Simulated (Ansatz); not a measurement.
## A ladder of methods for [CF3]+ (SMILES F[C+](F)F)

[CF3]+: 4 atoms, total charge +1, spin state singlet. SMILES: `F[C+](F)F`. Geometry: optimised at B3LYP/def2-SVP.

```xyz
4

F     0.7014   -0.1151    1.0094
C     0.0000    0.0000    0.0000
F    -0.6119   -0.9772   -0.4411
F    -0.0894    1.0923   -0.5683
```

Quantity: the dissociation energy of the C2–F1 bond into doublet [CF2]+ and doublet F (shapes relaxed at B3LYP/def2-SVP, no zero-point term), in eV. The values are calculated.

| level | kind | program | value (eV) |
| --- | --- | --- | --- |
| HF/def2-TZVPP | Hartree–Fock | Ansatz | 4.26 |
| SVWN5/def2-TZVPP | LDA | Ansatz | 7.45 |
| BLYP/def2-TZVPP | GGA | Ansatz | 6.00 |
| PBE/def2-TZVPP | GGA | Ansatz | 6.31 |
| r2SCAN/def2-TZVPP | meta-GGA | Ansatz | 6.07 |
| PBE0-D4/def2-TZVPP | global hybrid | Ansatz | 6.10 |
| CAM-B3LYP/def2-TZVPP | range-separated hybrid | Ansatz | 6.10 |
| B2PLYP/def2-TZVPP | double hybrid | Ansatz | 6.01 |
| MP2/def2-TZVPP | perturbation theory | Ansatz | 6.34 |

The values span 4.26 to 7.45 eV. Hartree–Fock misses the correlation of the electron pair that is broken and comes out low. Measured bond enthalpies also hold zero-point and thermal terms, a few tenths of an eV less.

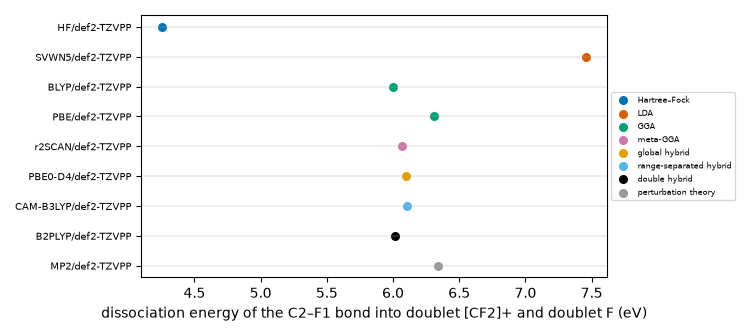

The values of the table, level by level.
